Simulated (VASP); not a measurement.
Band structure of SiS2 (space group Ibam). All values below come from LDA (Ceperley-Alder, Perdew-Zunger), VASP's LDA PAW potentials (set 64) (plane waves; VASP).

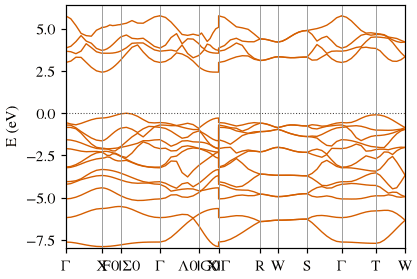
*Bands along high-symmetry lines, zero at the valence-band maximum or, without a gap, the Fermi level*

**Question.** Read the plot: is there a gap, and where are the band edges?

**Answer.** The gap is indirect, 2.43 eV, from the valence maximum at Σ0-Γ at 0.14 to the conduction minimum at X. (Edges off the drawn lines would not show.)

The structure comes from a computed database's SiS2 entry (Ibam); how it stands against other phases isn't given here. It was relaxed first, which changed the volume by -13 %.
